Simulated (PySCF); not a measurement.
# Run report: Cu$_{2}$O$_{2}$, frequency calculation

The run: frequency calculation of Cu$_{2}$O$_{2}$. Method and program: RKS-based PBE0, Cu def2-TZVP, O def2-TZVP; non-relativistic Hamiltonian; density fitting (PySCF 2.14.0).

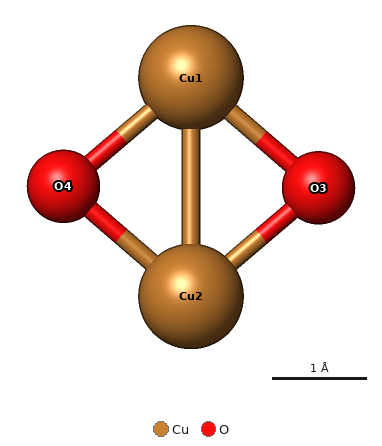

Fig. 1: The input geometry (ball-and-stick view, seen on its broad side; atoms are numbered from 1 in the order of the input). Sticks mark near contacts. Bond lengths as drawn: Cu–Cu 2.34 Å and Cu–O 1.80 Å.

Key numbers:

- outcome: converged
- total energy: −3430.819086 hartree
- HOMO: −6.89 eV
- LUMO: −3.76 eV
- zero-point energy: 0.006015 hartree
- dipole moment: 0.00 D
- wavenumbers, lowest and highest: 189 and 681 cm⁻¹
- hardware: 4 threads of Arm Neoverse V2, 24 GiB of memory available, shared host
- wall time: 50 s (CPU time 2.6 min)
- peak memory: 1.6 GiB

The input:
```python
from pyscf import gto, scf, dft
mol = gto.M(atom='''
Cu    -0.685831     0.000000     0.946344
Cu     0.685831     0.000000    -0.946344
O      1.103588     0.000000     0.799788
O     -1.103588     0.000000    -0.799788''',
    basis={'Cu': 'def2-TZVP', 'O': 'def2-TZVP'},
    charge=0, spin=0)
mf = dft.RKS(mol, xc='PBE0')
mf.grids.atom_grid = (75, 302)
aux = {'Cu': 'def2-universal-JKFIT', 'O': 'def2-universal-JKFIT'}
mf = mf.density_fit(auxbasis=aux)
mf.conv_tol = 1e-09
mf.diis_space = 10
mf.max_cycle = 60
mf.verbose = 4
mf.kernel()
```

The script is an equivalent of the set-up of the self-consistent field. The run itself was carried out by a driver, which started from the orbitals of the step before it where there was one and computed the further properties.

Launch command:
```bash
OMP_NUM_THREADS=4 python axn.py task.json out
```

What the program printed:
```
init E= -3430.81908598927
  HOMO = -0.253098621304794  LUMO = -0.138048331486679  gap/eV = 3.13068
cycle= 1 E= -3430.81908598927  delta_E= 9.09e-13  |g|= 7.2e-07  |ddm|= 2.07e-06
  HOMO = -0.253098509333572  LUMO = -0.138048208190014  gap/eV = 3.13068
Extra cycle  E= -3430.81908598927  delta_E= -2.27e-12  |g|= 1.82e-06  |ddm|= 1.44e-06
converged SCF energy = -3430.81908598927
```

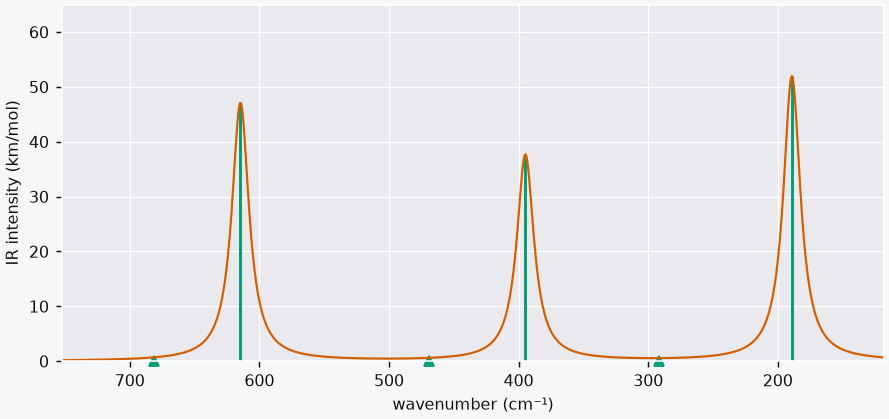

Fig. 2: Harmonic infrared spectrum, unscaled: sticks (degenerate modes added up, dark ones marked on the axis) with a Lorentzian envelope of 16 cm⁻¹ full width, scaled to the tallest stick. 6 modes from 189 to 681 cm⁻¹, none imaginary. The strongest line is at 189 cm⁻¹ (52 km/mol). All modes, in cm⁻¹ (km/mol): 189 (52), 292 (0.0), 395 (38), 469 (0.0), 615 (47), 681 (0.0).
